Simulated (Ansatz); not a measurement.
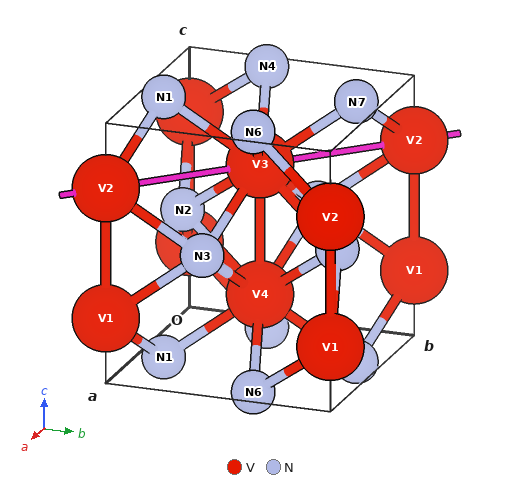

For VN2, a calculation's input that goes back to an entry of the Crystallography Open Database (an earlier step may have relaxed or displaced it): the coloured rod is the axis of a symmetry operation of the crystal. Geometry calculated from the standardised cell; symmetry tolerance 0.002 Å.

a = 4.307 Å, b = 4.307 Å, c = 4.968 Å, α = 90.00°, β = 90.00°, γ = 90.00°.

```
atom       x       y       z
  V1  0.0000  0.0000  0.2500
  V2  0.0000  0.0000  0.7500
  N1  0.6136  0.1136  0.0000
  N2  0.3864  0.1136  0.5000
  N3  0.8864  0.3864  0.5000
  N4  0.1136  0.3864  0.0000
  V3  0.5000  0.5000  0.7500
  V4  0.5000  0.5000  0.2500
  N5  0.1136  0.6136  0.5000
  N6  0.8864  0.6136  0.0000
  N7  0.3864  0.8864  0.0000
  N8  0.6136  0.8864  0.5000
```

Take the operation x, y, z → −y+1, −x+1, −z+3/2.

> What kind of operation is it, and where does it lie?

It is a 2-fold rotation, about the line along [−1 1 0] through (1/2, 1/2, 3/4).

> Onto which atom does it carry each atom (up to whole multiples of a, b and c)?

V1 → V1, V2 → V2, N1 → N3, N2 → N6, N3 → N1, N4 → N8, V3 → V3, V4 → V4, N5 → N7, N6 → N2, N7 → N5, N8 → N4.

> What is the crystal's space group?

I4/mcm (No. 140).
